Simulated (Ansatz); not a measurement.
FH4N2Zr···HCl (doublet)

Input file:

```
crystal:
  periodic: [false, false, false]
  atoms:
    - { symbol: Zr, position_ang: [0.006809, -0.017392, -0.470035] }
    - { symbol: Cl, position_ang: [0.30765, -0.426406, 3.215474] }
    - { symbol: "N", position_ang: [1.989078, 0.025704, -0.904227] }
    - { symbol: H, position_ang: [2.536518, -0.745927, -1.284454] }
    - { symbol: H, position_ang: [2.623686, 0.812621, -0.777765] }
    - { symbol: F, position_ang: [-0.881483, 1.504544, 0.303754] }
    - { symbol: "N", position_ang: [-0.979164, -1.76361, -0.78065] }
    - { symbol: H, position_ang: [-1.961868, -1.947951, -0.583622] }
    - { symbol: H, position_ang: [-0.57844, -2.624867, -1.153009] }
    - { symbol: H, position_ang: [-0.366086, 0.523286, 3.863533] }
magnetization:
  spin_polarized: true
  initial_magnetization: 1
basis:
  gaussian: { orbitals: def2-SVP }
hamiltonian:
  xc: pbe0
relax:
  f_tol: 0.03
  max_steps: 50
output:
  orbitals: {}
```

Launched as:

```sh
ansatz run input.yaml --threads 4 --pin off --max-ram 5120MiB --backend cpu --events-out ev --progress --plain --runs-dir out
```

The fields are those of the run's last geometry, not of the input's.

Core potentials replace the inner electrons of Zr.

Theory: UKS PBE0/def2-SVP in Ansatz 0.2.0.

### What will maps of the electron density, electron localisation function and spin density show?

Zr–F (1.95 Å): ρ is about 0.81 e/Å³ halfway; the ELF peaks at about 0.85 in the valence shell of F, 0.5 Å from its nucleus, and drops to about 0.15 between the two atoms.
Zr–N (2.02 Å): ρ at the midpoint is about 0.86 e/Å³; the ELF peaks at about 0.90 in the valence shell of N, 0.6 Å from its nucleus, and drops to about 0.30 between the two atoms.
N–H (1.02 Å): ρ at the midpoint is about 2.7 e/Å³; the ELF climbs to about 1 towards the hydrogen, as it does in any bond to H (a covalent bond by its length).
The unpaired spin (1 electron) lies mostly on Zr1 (about 1.0), in electrons by Hirshfeld's partition.

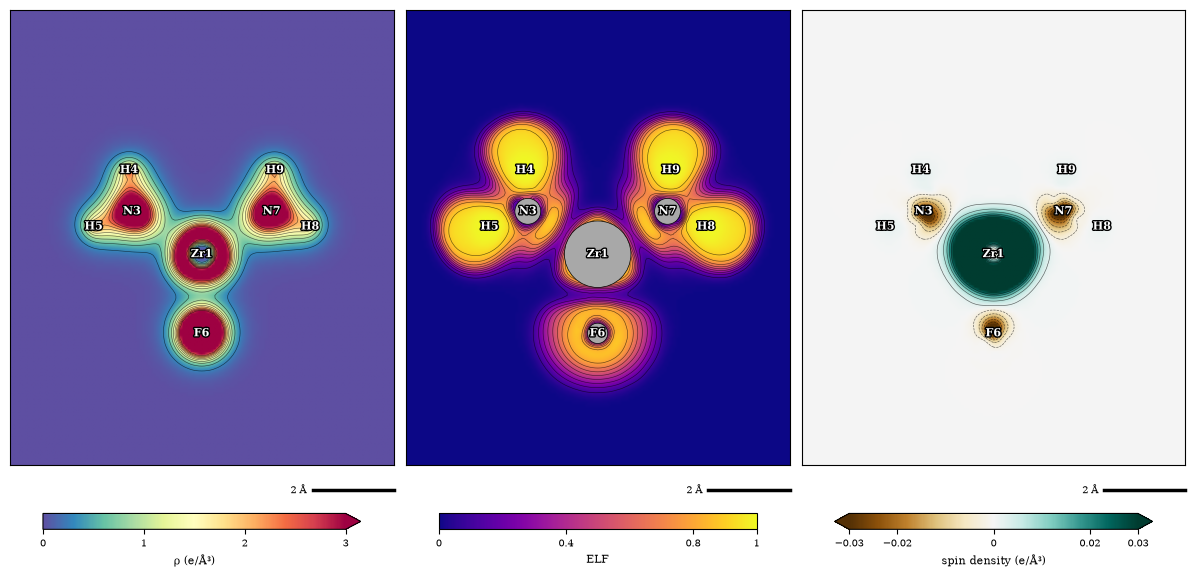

Computed electron density, electron localisation function and spin density on the plane of atoms H4, N3 and H5, in this order. Grey discs cover the atomic cores in the ELF map. 
